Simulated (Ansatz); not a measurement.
Band structure of Li3Mg (Pm-3m, 4 atoms in the cell).

```yaml
crystal:
  lattice:
    - [4.30430, 0.00000, 0.00000]
    - [0.00000, 4.30430, 0.00000]
    - [0.00000, 0.00000, 4.30430]
  atoms:
    - { symbol: Li, position: [0.50000, 0.50000, 0.00000] }
    - { symbol: Li, position: [0.00000, 0.50000, 0.50000] }
    - { symbol: Li, position: [0.50000, 0.00000, 0.50000] }
    - { symbol: Mg, position: [0.00000, 0.00000, 0.00000] }
```

Method: PBEsol, PAW files made with PBE (plane waves; Ansatz, an electronic-structure program).

Settings: basis.ecutwfc = 30.9 Ry; kpoints.mp_grid.grid = 10 10 10; hamiltonian.xc = pbesol; hamiltonian.pseudopotentials = {kind: paw} (the program's default PAW files); scf.occupations.method = gaussian; scf.occupations.width = 0.0073 Ry; kpoints.band_path.npoints = 8.

The starting cell comes from a database of computed structures (which also holds hypothetical and non-ambient phases and stackings), without a prior relaxation at this level. Its lattice was rescaled by a random factor within 2.5 % of one.

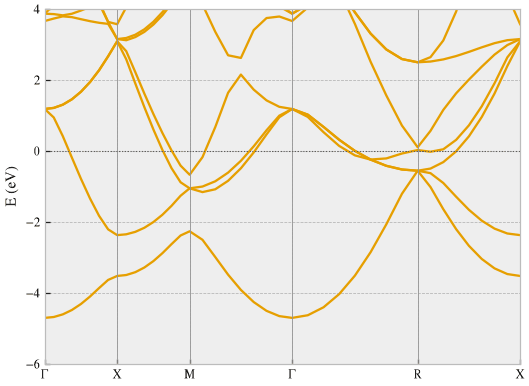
Bands along the path, energies from the Fermi level.

Levels in eV from the Fermi level, bands 6 to 13:
| point | 6 | 7 | 8 | 9 | 10 | 11 | 12 | 13 |
|---|---|---|---|---|---|---|---|---|
| Γ | -42.52 | -42.52 | -4.71 | 1.18 | 1.18 | 1.18 | 3.66 | 3.86 |
| X | -42.52 | -42.52 | -3.52 | -2.37 | 3.09 | 3.09 | 3.15 | 3.15 |
| M | -42.52 | -42.52 | -2.27 | -1.06 | -1.06 | -0.67 | 4.83 | 4.83 |
| R | -42.52 | -42.52 | -0.56 | -0.56 | -0.56 | 0.02 | 0.10 | 2.50 |

Bands cross the Fermi level along this path, so the cell is metallic at this level.

Keys are those of Ansatz 0.2.
